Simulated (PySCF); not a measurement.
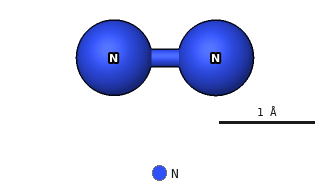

Fig. 1: The input geometry (ball-and-stick view, seen on its broad side). Bond lengths as drawn: N–N 1.07 Å.

**Run report: N$_{2}$ (charge +1), geometry relaxation**

N$_{2}$, charge +1, multiplicity 2, computed with BP86/def2-SVP, UKS (PySCF 2.14.0).

The atoms were displaced at random from an optimised geometry. The geometry is that of the parent species in another charge or spin state.

### The program's output
```
#|     Arguments passed to driver run_optimizer():      |#
customengine              <pyscf.geomopt.geometric_solver.PySCFEngine object>
maxiter                   80
----------------------------------------------------------
Custom engine selected.
Bonds will be generated from interatomic distances less than 1.20 times sum of covalent radii
6 internal coordinates being used (instead of 6 Cartesians)
Internal coordinate system (atoms numbered from 1):
Distance 1-2
Translation-X 1-2
Translation-Y 1-2
Translation-Z 1-2
Rotation-A 1-2
Rotation-B 1-2
Rotation-C 1-2
<class 'geometric.internal.Distance'> : 1
<class 'geometric.internal.TranslationX'> : 1
<class 'geometric.internal.TranslationY'> : 1
<class 'geometric.internal.TranslationZ'> : 1
<class 'geometric.internal.RotationA'> : 1
<class 'geometric.internal.RotationB'> : 1
<class 'geometric.internal.RotationC'> : 1
> ===== Optimization Info: ====
> Job type: Energy minimization
> Maximum number of optimization cycles: 80
> Initial / maximum trust radius (Angstrom): 0.100 / 0.300
> Convergence Criteria:
> Will converge when all 5 criteria are reached:
>  |Delta-E| < 1.00e-06
>  RMS-Grad  < 3.00e-04
>  Max-Grad  < 4.50e-04
>  RMS-Disp  < 1.20e-03
>  Max-Disp  < 1.80e-03
> === End Optimization Info ===

Geometry optimization cycle 1
Cartesian coordinates (Angstrom)
 Atom        New coordinates             dX        dY        dZ
   N   0.485522  -0.135833   0.237029    0.000000  0.000000  0.000000
   N  -0.431786   0.171882  -0.222140    0.000000  0.000000  0.000000

WARN: Mole.unit (angstrom) is changed to Bohr

WARN: HOMO -0.389280783474722 >= LUMO -0.389280783474722

converged SCF energy = -108.866708497118  <S^2> = 0.75182393  2S+1 = 2.0018231
--------------- SecondOrderUKS_Scanner gradients ---------------
         x                y                z
0 N    -0.1447848919     0.0485680272    -0.0724768697
1 N     0.1447848919    -0.0485680272     0.0724768697
----------------------------------------------
cycle 1: E = -108.866708497  dE = -108.867  norm(grad) = 0.239058
Step    0 : Gradient = 1.690e-01/1.690e-01 (rms/max) Energy = -108.8667084971
Hessian Eigenvalues: 5.00000e-02 5.00000e-02 5.00000e-02 ... 5.00000e-02 5.00000e-02 2.09542e+00

Geometry optimization cycle 2
Cartesian coordinates (Angstrom)
 Atom        New coordinates             dX        dY        dZ
   N   0.503780  -0.141941   0.246244    0.018258 -0.006108  0.009215
   N  -0.450044   0.177990  -0.231355   -0.018258  0.006108 -0.009215
converged SCF energy = -108.874370611816  <S^2> = 0.75205727  2S+1 = 2.0020562
--------------- SecondOrderUKS_Scanner gradients ---------------
         x                y                z
0 N    -0.0239466958     0.0080322898    -0.0119928187
1 N     0.0239466958    -0.0080322898     0.0119928187
----------------------------------------------
cycle 2: E = -108.874370612  dE = -0.00766211  norm(grad) = 0.0395421
Step    1 : Displace = 2.134e-02/2.134e-02 (rms/max) Trust = 1.000e-01 (=) Grad = 2.796e-02/2.796e-02 (rms/max) E (change) = -108.8743706118 (-7.662e-03) Quality = 1.124
Hessian Eigenvalues: 5.00000e-02 5.00000e-02 5.00000e-02 ... 5.00000e-02 5.00000e-02 1.74882e+00

Geometry optimization cycle 3
Cartesian coordinates (Angstrom)
 Atom        New coordinates             dX        dY        dZ
   N   0.507378  -0.143151   0.248112    0.003598 -0.001210  0.001868
   N  -0.453642   0.179200  -0.233223   -0.003598  0.001210 -0.001868
converged SCF energy = -108.874630137234  <S^2> = 0.75210733  2S+1 = 2.0021062
--------------- SecondOrderUKS_Scanner gradients ---------------
         x                y                z
0 N    -0.0040646125     0.0013635227    -0.0020378262
1 N     0.0040646125    -0.0013635227     0.0020378262
----------------------------------------------
cycle 3: E = -108.874630137  dE = -0.000259525  norm(grad) = 0.00671312
Step    2 : Displace = 4.230e-03/4.230e-03 (rms/max) Trust = 1.414e-01 (+) Grad = 4.747e-03/4.747e-03 (rms/max) E (change) = -108.8746301372 (-2.595e-04) Quality = 1.161
Hessian Eigenvalues: 4.99999e-02 5.00000e-02 5.00000e-02 ... 5.00000e-02 5.00000e-02 1.45192e+00

Geometry optimization cycle 4
Cartesian coordinates (Angstrom)
 Atom        New coordinates             dX        dY        dZ
   N   0.508094  -0.143396   0.248536    0.000716 -0.000245  0.000423
   N  -0.454358   0.179445  -0.233647   -0.000716  0.000245 -0.000423
converged SCF energy = -108.874638384314  <S^2> = 0.7521177  2S+1 = 2.0021166
--------------- SecondOrderUKS_Scanner gradients ---------------
         x                y                z
0 N    -0.0001477017     0.0000497498    -0.0000759957
1 N     0.0001477017    -0.0000497498     0.0000759957
----------------------------------------------
cycle 4: E = -108.874638384  dE = -8.24708e-06  norm(grad) = 0.000245219
Step    3 : Displace = 8.650e-04/8.650e-04 (rms/max) Trust = 2.000e-01 (+) Grad = 1.734e-04/1.734e-04 (rms/max) E (change) = -108.8746383843 (-8.247e-06) Quality = 1.063
Hessian Eigenvalues: 4.99973e-02 5.00000e-02 5.00000e-02 ... 5.00000e-02 5.00000e-02 1.39892e+00

Geometry optimization cycle 5
Cartesian coordinates (Angstrom)
 Atom        New coordinates             dX        dY        dZ
   N   0.508101  -0.143404   0.248593    0.000007 -0.000008  0.000057
   N  -0.454365   0.179453  -0.233704   -0.000007  0.000008 -0.000057
converged SCF energy = -108.874638392644  <S^2> = 0.75211808  2S+1 = 2.002117
--------------- SecondOrderUKS_Scanner gradients ---------------
         x                y                z
0 N    -0.0000008555     0.0000004448    -0.0000019840
1 N     0.0000008555    -0.0000004448     0.0000019840
----------------------------------------------
cycle 5: E = -108.874638393  dE = -8.32964e-09  norm(grad) = 3.11964e-06
```

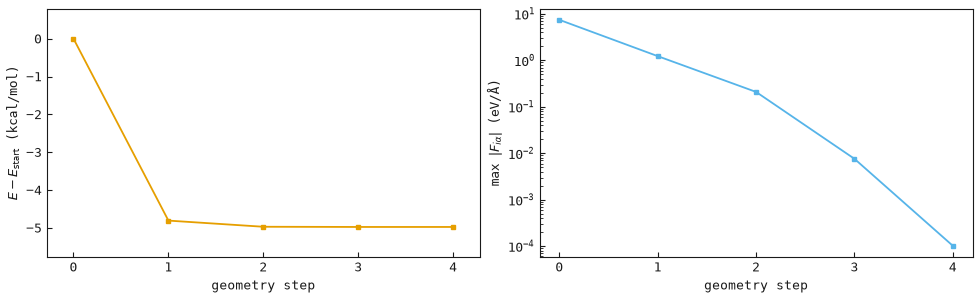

Fig. 2: Progress of the relaxation, step by step (steps are counted from 0).

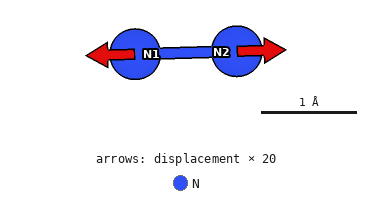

Fig. 3: The starting structure with the displacements as red arrows, magnified 20 times (ball-and-stick view, seen at a tilt). The two geometries are laid on each other by the best rigid fit. The largest moves after the best rigid fit, 0.026 Å, are those of N1 and N2. Among the contacts that change: N1–N2 1.071 → 1.124 Å. Over 4 geometry steps the energy falls by 4.98 kcal/mol. The largest force component goes from 7.4 to 0.0001 eV/Å. (Atoms are counted from 1 in the order of the input.)

```
Step    4 : Displace = 3.282e-05/3.282e-05 (rms/max) Trust = 2.828e-01 (+) Grad = 2.206e-06/2.206e-06 (rms/max) E (change) = -108.8746383926 (-8.330e-09) Quality = 0.763
Hessian Eigenvalues: 4.99973e-02 5.00000e-02 5.00000e-02 ... 5.00000e-02 5.00000e-02 1.39892e+00
Converged! =D

converged: True
N           0.50810129       -0.14340382        0.24859265
N          -0.45436529        0.17945282       -0.23370365

WARN: HOMO -0.376593406949163 >= LUMO -0.376593406949163

converged SCF energy = -108.874638392649  <S^2> = 0.75211809  2S+1 = 2.002117
E(BP86) = -108.874638393
frequencies (1/cm) [2289.3]
temperature 298.1500 [K]
pressure 101325.00 [Pa]
Rotational constants [GHz] inf 57.12603 57.12603
Symmetry number 2
Zero-point energy (ZPE) 0.00522 [Eh]   13693.294 [J/mol]
                           tot       elec      trans        rot        vib
Entropy [J/mol/K]       197.613      5.763    150.310     41.538      0.002
Cv [J/mol/K]             20.802      0.000     12.472      8.314      0.016
Cp [J/mol/K]             29.117      0.000     20.786      8.314      0.016
Internal energy [J/mol]                      3718.434   2478.956  13693.730
Internal energy [Eh]   -108.86706  -108.87464
Enthalpy [J/mol]                             6197.391   2478.956  13693.730
Enthalpy [Eh]          -108.86612
Gibbs free energy [J/mol]                  -38617.619  -9905.664  13693.255
Gibbs free energy [Eh] -108.88856
```

### Trajectory as extended XYZ (Å, eV, eV/Å), 5 frames, from step=0 to step=4
```
2
Properties=species:S:1:pos:R:3:forces:R:3 step=0 energy=-2962.41405
N     0.4855   -0.1358    0.2370    7.4451  -2.4975   3.7269
N    -0.4318    0.1719   -0.2221   -7.4451   2.4975  -3.7269
2
Properties=species:S:1:pos:R:3:forces:R:3 step=1 energy=-2962.62255
N     0.5038   -0.1419    0.2462    1.2314  -0.4130   0.6167
N    -0.4500    0.1780   -0.2314   -1.2314   0.4130  -0.6167
2
Properties=species:S:1:pos:R:3:forces:R:3 step=2 energy=-2962.62961
N     0.5074   -0.1432    0.2481    0.2090  -0.0701   0.1048
N    -0.4536    0.1792   -0.2332   -0.2090   0.0701  -0.1048
2
Properties=species:S:1:pos:R:3:forces:R:3 step=3 energy=-2962.62984
N     0.5081   -0.1434    0.2485    0.0076  -0.0026   0.0039
N    -0.4544    0.1794   -0.2336   -0.0076   0.0026  -0.0039
2
Properties=species:S:1:pos:R:3:forces:R:3 step=4 energy=-2962.62984
N     0.5081   -0.1434    0.2486    0.0000   0.0000   0.0001
N    -0.4544    0.1795   -0.2337    0.0000   0.0000  -0.0001
```

This output came from the following input.

### The input (input.py)
```python
import numpy
from pyscf import gto, dft, symm
from pyscf.hessian import thermo
from pyscf.geomopt.geometric_solver import kernel as optimise

system = gto.M(
    atom='geometry.xyz',
    spin=1,
    basis='def2-svp',
    charge=1,
    verbose=3,
    max_memory=1860,
)

mf = dft.UKS(system)
mf.xc = 'bp86'
mf.conv_tol = 1e-10
mf.grids.level = 4
mf = mf.newton()
converged, mol_eq = optimise(mf, maxsteps=80)
print('converged:', converged)
print(mol_eq.tostring())

mf.reset(mol_eq)
system = mol_eq
mf.kernel()
e_final = mf.e_tot
print('E(%s) = %.9f' % ('BP86', e_final))
hess = mf.Hessian().kernel()
modes = thermo.harmonic_analysis(system, hess)
print('frequencies (1/cm)', numpy.round(modes['freq_wavenumber'], 1))
symm.geom.TOLERANCE = 1e-3  # for the symmetry number
th = thermo.thermo(mf, modes['freq_au'], 298.15, 101325)
thermo.dump_thermo(system, th)
```

### File geometry.xyz
```
2
N2
N      0.485522    -0.135833     0.237029
N     -0.431786     0.171882    -0.222140
```

Command:
```bash
OMP_NUM_THREADS=1 python input.py
```

### Results in brief

- outcome: converged
- total energy: −108.874638 hartree
- basis functions: 28
- ⟨S²⟩: 0.752
- zero-point energy: 0.005216 hartree
- wavenumbers, lowest and highest: 2289 cm⁻¹
- hardware: 1 thread of AMD EPYC (Zen 3), 16 GiB of memory available, shared host
- wall time: 13 s
- peak memory: 0.52 GiB

### Remarks

The record of the run, not the program, notes: dipole of an ion depends on the origin.
